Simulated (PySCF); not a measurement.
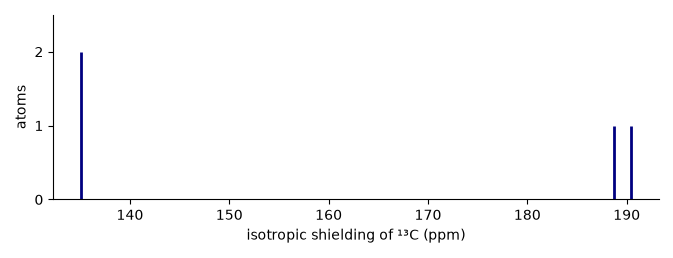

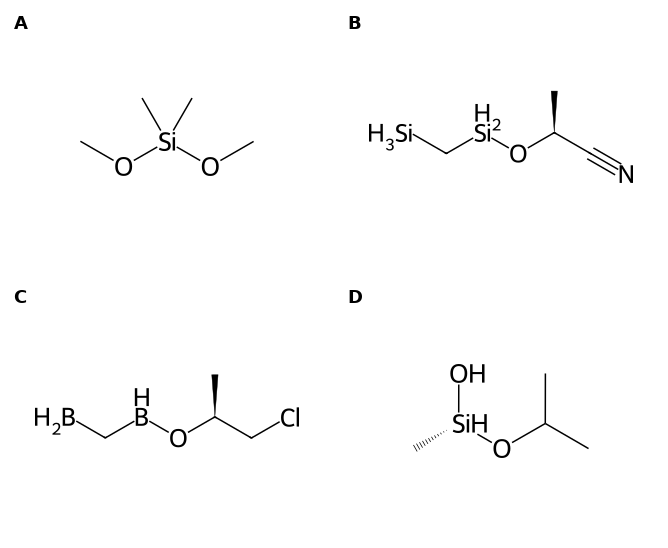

The sticks are computed shieldings of one of the molecules, for one fixed geometry (GFN2-xTB) without averaging over rotations. Low shielding means a high chemical shift. Method: GIAO PBE0/pcSseg-1 NMR shielding, non-relativistic, gas phase (PySCF 2.14.0).

**Match the spectrum to a structure.**

A, `CO[Si](C)(C)OC`. Its 4 C atoms give lines at 135.0 (2 atoms), 188.7, 190.4 ppm.

The geometry is semi-empirical. Around B, Si such bond lengths and angles can be off by a tenth of an ångström or more and by several degrees, and values that hang on the shape move with them.
